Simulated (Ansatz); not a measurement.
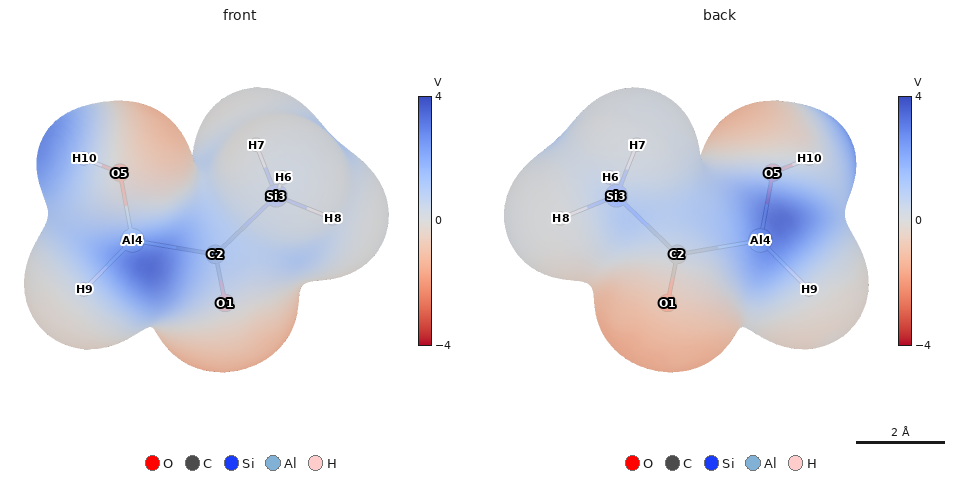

Figure. CH5AlO2Si. The molecular electrostatic potential painted on the density surface at 0.002 e/bohr³, seen from the front and from behind; red is negative and blue positive.

Geometry: PBE0-D4/def2-TZVP.

Computed with RKS PBE0-D4/def2-TZVPP (Ansatz).

Input file:

```
crystal:
  periodic: [false, false, false]
  atoms:
    - {symbol: O, position_ang: [-1.827688, -1.201911, 0.482867]}
    - {symbol: C, position_ang: [-0.785377, -0.619586, 0.239411]}
    - {symbol: Si, position_ang: [0.923521, -1.513694, 0.437400]}
    - {symbol: Al, position_ang: [-0.983621, 1.307680, -0.370003]}
    - {symbol: O, position_ang: [0.479336, 2.094280, -0.700489]}
    - {symbol: H, position_ang: [1.730208, -0.730512, 1.412345]}
    - {symbol: H, position_ang: [1.609966, -1.468827, -0.882244]}
    - {symbol: H, position_ang: [0.758812, -2.916219, 0.897867]}
    - {symbol: H, position_ang: [-2.398422, 1.999742, -0.518369]}
    - {symbol: H, position_ang: [0.576264, 2.997847, -0.995886]}
basis:
  gaussian: {orbitals: def2-TZVPP}
hamiltonian: {xc: pbe0, dispersion: d4}
output: {orbitals: {seedname: orbitals}}
```

Command:

```sh
ansatz run in.yaml --threads 4 --pin off --events-out ev --progress --plain --max-ram 10444MiB
```

**Describe the electrostatic potential map.**

The most negative region (about −1.4 V) lies over O1, the most positive (about +3.4 V) over Al4. O1 is the likeliest acceptor of a hydrogen bond.
